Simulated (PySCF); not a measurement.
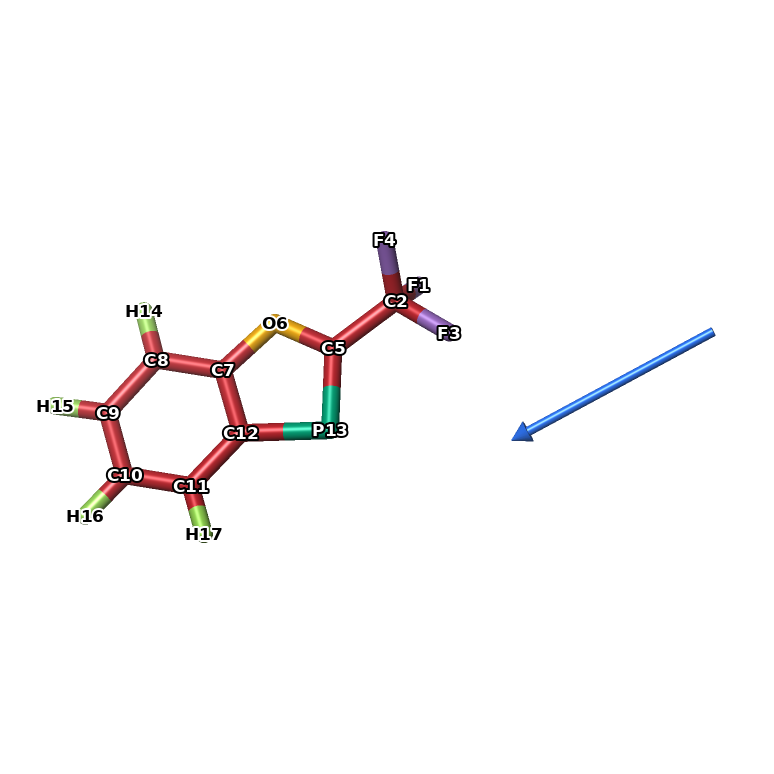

The arrow beside the molecule shows the direction of the dipole moment, from the negative to the positive end (its length means nothing). Computed geometry: GFN2-xTB optimisation. No frequency run is at hand to confirm it as a minimum. Level of theory: PBE0/pcSseg-1, gas phase (PySCF 2.14.0).

Estimate the dipole moment.

Answer. 3.75 D; it points from the side of F3 to the side of H16 (the outermost atoms at the two ends).

The geometry is semi-empirical. Around P such bond lengths and angles can be off by a tenth of an ångström or more and by several degrees, and values that hang on the shape move with them.
